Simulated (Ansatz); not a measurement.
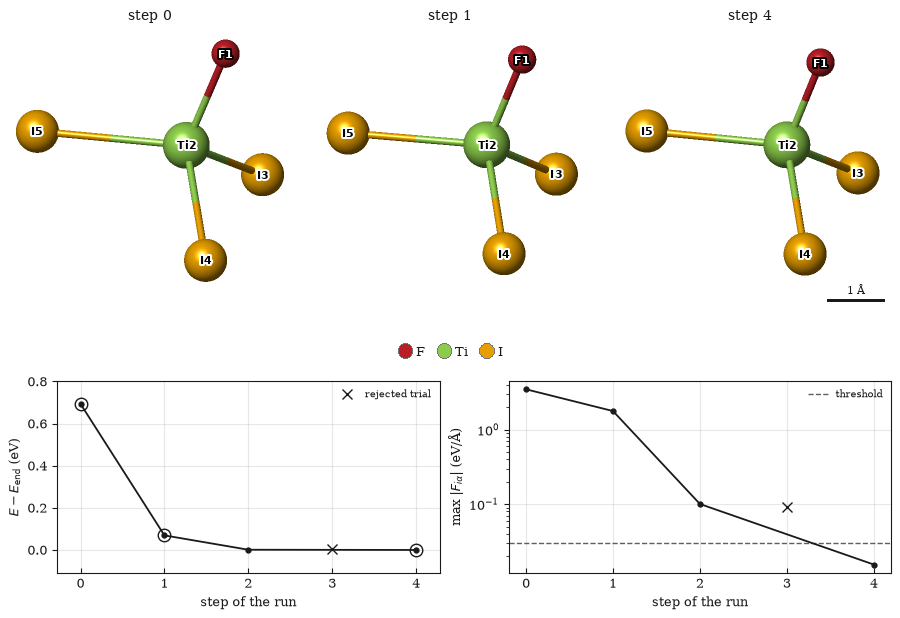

Frames of a relaxation of TiI3F (coarse preliminary run), marked on the history of the run. The picture is a ball-and-stick view, seen from a free direction.

The start comes from a force field.

Theory: Ansatz, RKS PBE-D4/def2-SVP. Settings: force threshold 0.03 eV/Å; at most 200 steps.

Describe the path.

F1 moves most after the best rigid fit: 0.19 Å. By element the largest moves are F 0.19 Å, I 0.17 Å, Ti 0.02 Å. Near-neighbour distances that change, for instance: F1–Ti2 1.920 → 1.732 Å, Ti2–I5 2.719 → 2.554 Å, Ti2–I3 2.693 → 2.554 Å, Ti2–I4 2.657 → 2.554 Å. Among the angles between lasting bonds that change: F1–Ti2–I3 107.7° → 109.8°. Over 3 accepted moves (4 points after the start) the energy falls by 0.694 eV. Largest force component: 3.5 eV/Å at the start, 0.015 eV/Å at the end. The line search rejected the trial step at point 3 of the run. Cost: 12 s on 4 threads of Arm Neoverse V2, on a shared host. From step 0 to 1: I5 moves most (0.20 Å), energy −0.624 eV. From step 1 to 4: F1 moves most (0.06 Å), energy −0.069 eV.

```csv
step,"E − E(0), eV","largest force component, eV/Å",note
0,0.0000,3.5035,
1,-0.6243,1.7856,
2,-0.6925,0.1004,
3,-0.6902,0.0913,rejected
4,-0.6936,0.0154,
```
